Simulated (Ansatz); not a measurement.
# Elastic response of random alloy of the diamond Si-C (dilute carbon) line, x = 0.0781 (64 atoms), part 2 of 3

Aim: relax random alloy of the diamond Si-C (dilute carbon) line, x = 0.0781 (64 atoms), then change its volume and shape to read moduli from the stress.

Ansatz 0.2.0; Kohn-Sham DFT, PBE, PAW (set soft_2), plane waves.

The cell: 59 Si and 5 C. Sampling is at Γ alone.

So far. Step 2 (Single point at the start): The r.m.s. force at the start is 0.93 eV/Å. Step 3 (Cell and atoms relaxed): The relaxation converged after 10 steps, with a largest force component of 0.026 eV/Å.

### 4. Single point at the relaxed geometry

The electronic structure is read at the final geometry, in a run of its own.

input.yaml

```yaml
crystal:
  lattice:
    - [10.63422, -0.00235, -0.00202]
    - [-0.00235, 10.62587, -0.0013]
    - [-0.00202, -0.0013, 10.61153]
  atoms:
    - { symbol: Si, position: [0.97975, 0.98556, 0.01854] }
    - { symbol: Si, position: [0.10687, 0.13087, 0.12602] }
    - { symbol: Si, position: [0.96958, 0.27745, 0.23071] }
    - { symbol: Si, position: [0.11946, 0.37485, 0.36859] }
    - { symbol: Si, position: [0.24299, 0.00315, 0.24957] }
    - { symbol: Si, position: [0.37656, 0.12549, 0.37386] }
    [... 52 atom lines left out ...]
    - { symbol: Si, position: [0.50352, 0.74387, 0.74469] }
    - { symbol: Si, position: [0.63016, 0.86914, 0.88117] }
    - { symbol: Si, position: [0.72952, 0.4856, 0.76667] }
    - { symbol: Si, position: [0.86813, 0.62317, 0.88328] }
    - { symbol: Si, position: [0.74713, 0.732, 0.49356] }
    - { symbol: Si, position: [0.87216, 0.87137, 0.62166] }
kpoints:
  mp_grid: { grid: [1, 1, 1] }
hamiltonian:
  xc: pbe
scf:
  occupations: { method: gaussian, width: 0.05 }
output:
  forces: true
  stress: true
  populations: true
  dos:
    method: { smearing: { sigma: 0.1 } }
    de: 0.1
    projected: { site_lists: { C: [C], Si: [Si] } }
  eigenvalues: true
  write_density: true
  write_potential: true
  volumetric_format: npy
```

On the command line:

```console
> ansatz run input.yaml --threads 4 --pin off --max-ram 8192MiB --backend cpu --events-out ev --progress --plain --runs-dir out
```

Numbers of over 12 decimals in the logs are rounded to 6 here.

What it wrote:

```text
[...]
Crystal: 64 atoms, lattice volume = 1199.080 Å³
Basis set: ecut = 420 eV, 23535 PW (Γ), exchange–correlation on 144×144×144 points (8 copies of the dense FFT grid, shifted against one another)
Bands: 192, of which v1, the nominal top of the filled ones, is band 128 counted from 1 (127 counted from 0)
Symmetry: 1 space group operations
[...]
k-points: 1
[...]
SCF iter   1: F=—  HF=-38753.294610 eV  |F-HF|=—  |Δ(HF+E_count)|=         —  Δρ=3.35e-3  dr2=2.59e-1  ethr=1.77e-3  ⟨swp⟩=6.0  Hψ=881  notcnv=0  defer=33
[...]
SCF iter   8: F=-38753.246848 eV  HF=-38753.246848 eV  |F-HF|=3.63e-8  |Δ(HF+E_count)|=   8.18e-7  Δρ=1.74e-6  dr2=4.92e-8  ethr=3.91e-11  ⟨swp⟩=24.0  Hψ=1927  notcnv=0
SCF 1 converged in 8 iterations: F = -38753.246848 eV  dr2 = 4.92e-8
[...]
SCF converged after 8 iterations
Free energy (F): -38753.246848 eV
[...]
Internal energy: -38753.246847 eV  (E = F + TS)
E sigma→0 (E₀):  -38753.246847 eV
Entropy (-TS):   -0.000000 eV (-0.000 meV/atom)
Fermi energy:    6.804775 eV
[...]
--- Forces (eV/Å), atoms counted from 1 ---
  atom   1  Si     0.00083803     0.00258751     0.00445892
  atom   2  Si    -0.00236977    -0.00404274    -0.00938411
  atom   3  Si     0.01590779    -0.00519212     0.02690179
  atom   4  Si     0.00284147    -0.00154353     0.00182484
  atom   5  Si     0.00027026    -0.00007712     0.00603045
  atom   6  Si    -0.00334261    -0.00336169     0.00447969
  atom   7  Si     0.00131350    -0.00327204    -0.00303930
  atom   8  Si    -0.00198678     0.00349944    -0.00132445
  atom   9  Si     0.00301885     0.00382620    -0.00103920
  atom  10  Si     0.00091435    -0.00858111    -0.00151637
  atom  11  Si     0.00580507     0.00035715     0.00256610
  atom  12  Si     0.00261405    -0.00211254     0.00128000
  atom  13  Si     0.00216058     0.00368487     0.00225404
  atom  14  Si    -0.00743995    -0.00551929     0.00322296
[...]
atom  63  Si    -0.00383843    -0.00637602     0.00254721
  atom  64  Si     0.00717426     0.00487567    -0.00718710
  max |Σ_I F_I| component: 5.00e-5 eV/Å
--- Stress (GPa, compression-positive) ---
       -0.005029       0.000798       0.001813
        0.000798       0.010435       0.002753
        0.001813       0.002753       0.007992
  P = ⅓ Tr σ = 0.0045 GPa (0.045 kbar)
--- Band table (eV) ---
[...]
--- Löwdin populations: 64 sites ---
  site symbol       q [e]
     0     Si      3.7013
     1     Si      3.9877
     2     Si      3.7579
[...]
63     Si      3.9565
  spilling = 0.009179 (of n_electrons = 256.000000)
```

Elapsed: 9.4 s, on 4 threads of Arm Neoverse V1, shared host; peak memory 1 GiB; 36 s of CPU time.

The run gave:

| Item | Value |
| --- | --- |
| free energy | -38753.2468 eV |
| free energy per atom | -605.5195 eV/atom |
| SCF cycles | 8 |
| pressure | 0.004466 GPa |
| r.m.s. force component | 0.00579 eV/Å |
| longest force | 0.03168 eV/Å |
| Fermi energy | 6.805 eV |
| gap (highest filled to lowest empty level) | 0.3441 eV |
| spilling of the projection | 0.009179 |

Löwdin charges by element (they lack the spilled electrons, 0.037 e an atom on average):

```
element  coordination  atoms  mean charge (e)  spread    least    most
      C           all      5           -0.683   0.129   -0.797  -0.517
     Si           all     59           0.0977   0.128  -0.0135   0.492
```

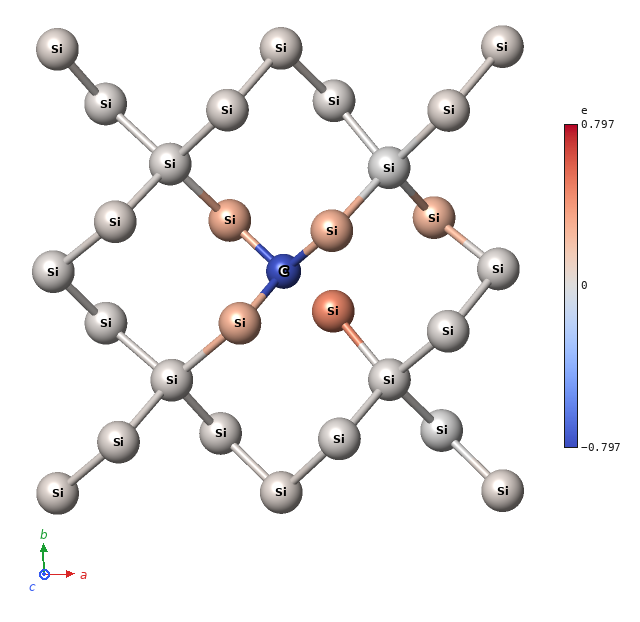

Atoms coloured by Löwdin charge. Drawn is a slice 5 Å thick, seen along the normal of the ab plane.

Charge against the make-up of the first shell:

```
Si neighbours of Si  atoms  mean charge (e)
                  2      2            0.473
                  3     14            0.273
                  4     43            0.023
```

States in the cell by windows of 1 eV, zero at the Fermi level; the larger projections on atomic orbitals stand beside the total:

```
from (eV)  to (eV)  total  Si p  Si s  C p
      -10       -9    9.1   2.4   6.2  0.2
       -9       -8   16.4   5.6   9.0  1.3
       -8       -7   25.1  11.1  12.6  1.2
       -7       -6   10.9   4.9   4.0  1.6
       -6       -5   15.4   7.8   5.5  1.9
       -5       -4   34.9  27.1   3.0  4.3
       -4       -3   34.3  28.1   4.3  1.5
       -3       -2   24.1  20.7   0.3  2.8
       -2       -1   39.2  37.2   0.2  1.3
       -1        0    7.1   6.4   0.0  0.4
        0        1   21.0  11.1   6.0  0.3
        1        2   13.6   6.7   5.2  0.2
        2        3   39.1  22.1   7.6  1.4
        3        4   36.6  19.7   3.6  2.2
```

Between -14 and -10 eV lie 39 more states.

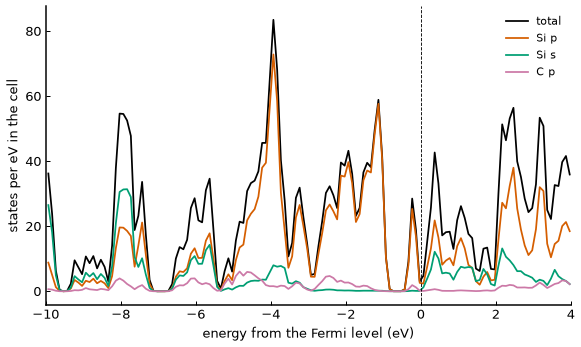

Total and projected density of states, with the broadening of the input.

The levels nearest the highest filled one (over half full), pooled over k-points and spins:

```
level less the highest filled one (eV)  occupation
                                -0.912           2
                                -0.886           2
                                -0.847           2
                                -0.059           2
                                 -0.04           2
                                     0           2
                                 0.344           0
                                 0.448           0
                                 0.534           0
                                 0.573           0
                                 0.589           0
                                 0.595           0
```

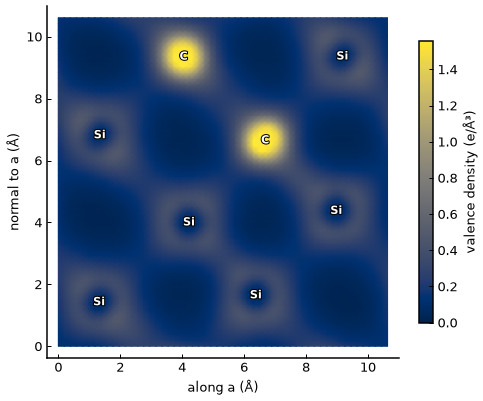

Valence density in the ac plane at fractional y = 0.486, with atoms of Si and C within 0.2 Å of it. It is the smooth field of the valence electrons, not physical close to the nuclei. The map starts off the cell's origin, so that atoms lie inside it.

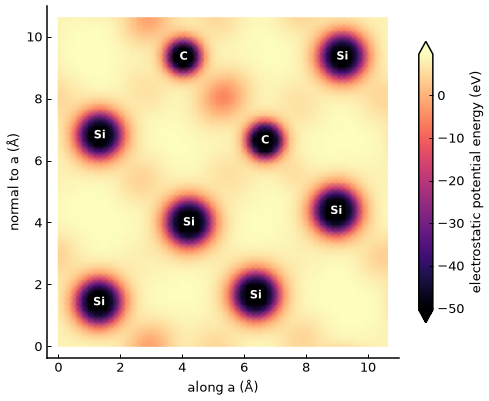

Electrostatic potential energy in the ac plane at fractional y = 0.486, with atoms of Si and C within 0.2 Å of it. With pseudopotentials it is smooth inside the atoms' cores, unlike the true potential. The map starts off the cell's origin, so that atoms lie inside it.

Between filled and empty levels lie 0.344 eV at Γ alone; the mesh holds the band edges only if they fold onto it, so the gap at this level can be narrower or closed, while semilocal functionals tend to narrow gaps against experiment. Mean Löwdin charges: C -0.68, Si +0.10 e (they miss 0.92 % of the electrons, so they add up to more than the cell's charge). The charge on Si changes by -0.240 e for each Si neighbour that takes the place of another kind, on average. Within 0.4 eV of the Fermi level the largest share is Si p (73 % of the projected weight).

### 5. Volume -3 %

The relaxed cell is scaled evenly and the atoms are relaxed again; the stress at the end gives one point of P(V).

input.yaml, the sections that differ from step 4:

```yaml
crystal:
  lattice:
    - [10.5268, -0.00233, -0.002]
    - [-0.00233, 10.51853, -0.00129]
    - [-0.002, -0.00129, 10.50434]
  atoms:
    [... the 64 atom lines of step 4 ...]
output:
  forces: true
  eigenvalues: true
  stress: true
relax:
  f_tol: 0.05
  max_steps: 70
# kpoints, hamiltonian, scf: as in step 4
```

What it wrote:

```text
Warning: output.stress: scf.convergence.dr2_threshold = 1e-7 eV (the SCF's general default) is looser than the 6.4e-9 eV advised for a printed stress (1e-10 eV for each atom of the cell: 64). What an SCF threshold leaves in a stress goes as its square root, and in the free energy as the threshold itself, and one threshold admits the most on a small cell: [...]
[...]
Crystal: 64 atoms, lattice volume = 1163.108 Å³
Basis set: ecut = 420 eV, 22799 PW (Γ), exchange–correlation on 144×144×144 points (8 copies of the dense FFT grid, shifted against one another)
Bands: 192, of which v1, the nominal top of the filled ones, is band 128 counted from 1 (127 counted from 0)
Symmetry: 1 space group operations
[...]
k-points: 1
[...]
SCF iter   1: F=—  HF=-38752.948697 eV  |F-HF|=—  |Δ(HF+E_count)|=         —  Δρ=3.70e-3  dr2=2.81e-1  ethr=1.77e-3  ⟨swp⟩=6.0  Hψ=880  notcnv=0  defer=33
[...]
SCF iter   7: F=-38752.890586 eV  HF=-38752.890586 eV  |F-HF|=1.95e-7  |Δ(HF+E_count)|=   1.69e-6  Δρ=6.98e-6  dr2=7.03e-7  ethr=4.13e-9  ⟨swp⟩=3.0  Hψ=626  notcnv=0
SCF 1 converged in 7 iterations: F = -38752.890586 eV  dr2 = 7.03e-7
[...]
relax step   1: F+E_penalty+E_count = -38752.89058636 eV  Δ(F+E_penalty+E_count) = +0.000e0 eV  max|allowed force component| = 1.307e-1 eV/Å  Δτ_max = 0.0000 Å  (7 SCF iters, dr2 threshold 6.25e-5 eV, accepted)
[...]
relax step   2: F+E_penalty+E_count = -38752.89961994 eV  Δ(F+E_penalty+E_count) = -9.034e-3 eV  max|allowed force component| = 6.126e-2 eV/Å  Δτ_max = 0.0089 Å  (6 SCF iters, accepted)
[...]
relax step   3: F+E_penalty+E_count = -38752.90197910 eV  Δ(F+E_penalty+E_count) = -2.359e-3 eV  max|allowed force component| = 2.528e-2 eV/Å  Δτ_max = 0.0083 Å  (6 SCF iters, accepted)
SCF converged after 6 iterations
Free energy (F): -38752.901979 eV
[...]
Internal energy: -38752.901975 eV  (E = F + TS)
E sigma→0 (E₀):  -38752.901977 eV
Entropy (-TS):   -0.000004 eV (-0.000 meV/atom)
Fermi energy:    7.128987 eV
[...]
--- Forces (eV/Å), atoms counted from 1 ---
  atom   1  Si     0.00192171     0.00451401     0.00344028
  atom   2  Si     0.00216772    -0.00483413     0.00058340
  atom   3  Si    -0.00298152     0.00267544    -0.00637340
  atom   4  Si     0.00354567     0.01471318     0.00465243
  atom   5  Si    -0.00439176    -0.00018146     0.00425510
  atom   6  Si     0.00349659     0.00417441    -0.00262960
  atom   7  Si     0.00187647     0.00668433     0.00015966
  atom   8  Si    -0.00518840    -0.00046386     0.00409500
  atom   9  Si    -0.00130680    -0.00267268    -0.00089093
  atom  10  Si    -0.00065556    -0.00230368     0.00303795
  atom  11  Si    -0.00082497     0.01386552     0.00200686
  atom  12  Si     0.00001756    -0.01772327    -0.00200205
  atom  13  Si    -0.00345984     0.00333955    -0.00391318
  atom  14  Si     0.00298150    -0.00415961    -0.00201933
[...]
atom  63  Si     0.00313223    -0.00015486    -0.00292150
  atom  64  Si     0.00237034     0.00596865     0.00836043
  max |Σ_I F_I| component: 4.72e-5 eV/Å
--- Stress (GPa, compression-positive) ---
        3.143301      -0.015246       0.030753
       -0.015246       3.160150       0.004991
        0.030753       0.004990       3.131414
  P = ⅓ Tr σ = 3.1450 GPa (31.450 kbar)
--- Band table (eV) ---
[...]
--- Relaxed structure (3 steps of the walk, 3 accepted, 0 SCFs on fresh bases) ---
  F+E_penalty+E_count = -38752.90197910 eV   max|allowed force component| = 2.528e-2 eV/Å
  atoms:
    - { symbol: Si, position: [0.979342, 0.985551, 0.018776] }
    - { symbol: Si, position: [0.105939, 0.131389, 0.126318] }
    - { symbol: Si, position: [0.969050, 0.278504, 0.230170] }
    - { symbol: Si, position: [0.119621, 0.374093, 0.368745] }
[...]
- { symbol: Si, position: [0.871887, 0.872155, 0.621379] }
```

Run time: 20 s. Hardware: 4 threads; peak memory 1 GiB; 78 s of CPU time.

The program notes that the SCF threshold is loose for the stress.

The relaxation converged after 3 steps, 0.0114 eV below its start, with a largest force component of 0.025 eV/Å.

Volume -3 %: the energy stands 0.345 eV above that of the reference, at a pressure of 3.14 GPa.

### 6. Volume +3 %

The relaxed cell is scaled to another volume.

Input and log are left out; they have the form of those shown for this kind of step.

Wall time 22 s (4 threads of Arm Neoverse V1, shared host); peak memory 1 GiB.

The relaxation converged after 3 steps, 0.00982 eV below its start, with a largest force component of 0.036 eV/Å.

Volume +3 %: the energy stands 0.311 eV above that of the reference, at a pressure of -2.69 GPa.

### 7. Volume -6 %

The relaxed cell is scaled to another volume.

Input and log are left out; they have the form of those shown for this kind of step.

It took 33 s on 4 threads of Arm Neoverse V1, shared host; peak memory 1 GiB; 2.1 min of CPU time.

The relaxation converged after 5 steps, 0.0630 eV below its start, with a largest force component of 0.028 eV/Å.

Volume -6 %: the energy stands 1.44 eV above that of the reference, at a pressure of 6.70 GPa.

### 8. Volume +6 %

The relaxed cell is scaled to another volume.

Input and log are left out; they have the form of those shown for this kind of step.

Run time: 32 s. Hardware: 4 threads of Arm Neoverse V1, shared host; peak memory 1.1 GiB.

The relaxation converged after 4 steps, 0.0354 eV below its start, with a largest force component of 0.037 eV/Å.

Volume +6 %: the energy stands 1.18 eV above that of the reference, at a pressure of -5.00 GPa.

### 9. Volume -10 %

The relaxed cell is scaled to another volume.

Input and log are left out; they have the form of those shown for this kind of step.

It took 74 s on 4 threads of Arm Neoverse V1, shared host; peak memory 1 GiB; 4.7 min of CPU time.

The relaxation converged after 12 steps, 0.406 eV below its start, with a largest force component of 0.031 eV/Å.

Volume -10 %: the energy stands 4.08 eV above that of the reference, at a pressure of 11.2 GPa.

### 10. Stretched by 1 % along x

The relaxed cell is strained along x alone, which gives the stiffness along x and its coupling to y and z.

input.yaml, the sections that differ from step 5:

```yaml
crystal:
  lattice:
    - [10.74056, -0.00235, -0.00202]
    - [-0.00237, 10.62587, -0.0013]
    - [-0.00204, -0.0013, 10.61153]
  atoms:
    [... the 64 atom lines of step 4 ...]
# kpoints, hamiltonian, scf, output, relax: as in step 5
```

What it wrote:

```text
[...]
Crystal: 64 atoms, lattice volume = 1211.070 Å³
Basis set: ecut = 420 eV, 23691 PW (Γ), exchange–correlation on 144×144×144 points (8 copies of the dense FFT grid, shifted against one another)
Bands: 192, of which v1, the nominal top of the filled ones, is band 128 counted from 1 (127 counted from 0)
Symmetry: 1 space group operations
[...]
k-points: 1
[...]
SCF iter   1: F=—  HF=-38753.231822 eV  |F-HF|=—  |Δ(HF+E_count)|=         —  Δρ=3.28e-3  dr2=2.61e-1  ethr=1.77e-3  ⟨swp⟩=6.0  Hψ=908  notcnv=0  defer=40
[...]
SCF iter   7: F=-38753.183884 eV  HF=-38753.183884 eV  |F-HF|=4.06e-7  |Δ(HF+E_count)|=   8.94e-7  Δρ=7.53e-6  dr2=8.34e-7  ethr=8.12e-9  ⟨swp⟩=4.0  Hψ=774  notcnv=0
SCF 1 converged in 7 iterations: F = -38753.183884 eV  dr2 = 8.34e-7
[...]
relax step   1: F+E_penalty+E_count = -38753.18388398 eV  Δ(F+E_penalty+E_count) = +0.000e0 eV  max|allowed force component| = 4.328e-2 eV/Å  Δτ_max = 0.0000 Å  (7 SCF iters, dr2 threshold 6.25e-5 eV, accepted)
[...]
SCF iter   3: F=-38753.183884 eV  HF=-38753.183884 eV  |F-HF|=1.36e-7  |Δ(HF+E_count)|=   2.85e-7  Δρ=2.11e-6  dr2=5.76e-8  ethr=3.91e-11  ⟨swp⟩=3.0  Hψ=452  notcnv=0
SCF 2 converged in 3 iterations: F = -38753.183884 eV  dr2 = 5.76e-8
relax step   2: F+E_penalty+E_count = -38753.18388442 eV  Δ(F+E_penalty+E_count) = -4.429e-7 eV  max|allowed force component| = 4.327e-2 eV/Å  Δτ_max = 0.0000 Å  (3 SCF iters, accepted)
SCF converged after 3 iterations
Free energy (F): -38753.183884 eV
[...]
Internal energy: -38753.183884 eV  (E = F + TS)
E sigma→0 (E₀):  -38753.183884 eV
Entropy (-TS):   -0.000000 eV (-0.000 meV/atom)
Fermi energy:    6.684388 eV
[...]
--- Forces (eV/Å), atoms counted from 1 ---
  atom   1  Si     0.00649577     0.00987426     0.01251344
  atom   2  Si     0.01063907    -0.00865444    -0.02053470
  atom   3  Si     0.02728500    -0.01341646     0.03805144
  atom   4  Si     0.01022196     0.01723200    -0.00666519
  atom   5  Si     0.00255840    -0.00162803     0.01251156
  atom   6  Si    -0.00283749    -0.00218537     0.01053809
  atom   7  Si    -0.00403555     0.00971455    -0.00545787
  atom   8  Si     0.00219718    -0.01098969    -0.00341749
  atom   9  Si     0.00908158     0.00039630    -0.00589473
  atom  10  Si     0.00265552    -0.00452588     0.00824969
  atom  11  Si     0.00736223     0.00777446     0.00213296
  atom  12  Si     0.01454784    -0.03403369     0.00359488
  atom  13  Si     0.00356676     0.01182733    -0.00939388
  atom  14  Si    -0.02576088    -0.00338776     0.02074740
[...]
atom  63  Si    -0.01806959    -0.00878517    -0.00590098
  atom  64  Si     0.02401844     0.00440165     0.00253476
  max |Σ_I F_I| component: 9.47e-6 eV/Å
--- Stress (GPa, compression-positive) ---
       -1.644695      -0.003159      -0.010309
       -0.003159      -0.634679      -0.001026
       -0.010309      -0.001026      -0.641159
  P = ⅓ Tr σ = -0.9735 GPa (-9.735 kbar)
--- Band table (eV) ---
[...]
--- Relaxed structure (2 steps of the walk, 2 accepted, 0 SCFs on fresh bases) ---
  F+E_penalty+E_count = -38753.18388442 eV   max|allowed force component| = 4.327e-2 eV/Å
  atoms:
    - { symbol: Si, position: [0.979750, 0.98556, 0.018540] }
    - { symbol: Si, position: [0.10687, 0.130870, 0.12602] }
    - { symbol: Si, position: [0.96958, 0.27745, 0.230710] }
    - { symbol: Si, position: [0.119460, 0.374850, 0.368590] }
[...]
- { symbol: Si, position: [0.872160, 0.87137, 0.62166] }
```

It took 13 s on 4 threads; peak memory 1 GiB.

The relaxation converged after 2 steps, 0 eV below its start, with a largest force component of 0.043 eV/Å.

Stretched by 1 % along x: the energy stands 0.0630 eV above that of the reference, at a pressure of -0.974 GPa.

(Part 2 of 3 ends here.)

[Logs are printed without paths, hosts, clocks, repeated set-up lines and the standing remarks that a program may print on its own settings, such as how far it seeks lower states.]

[Hosts, paths, dates, database ids (printed as entryN), source tags and the programs' standing remarks are cut or masked in the printed files.]
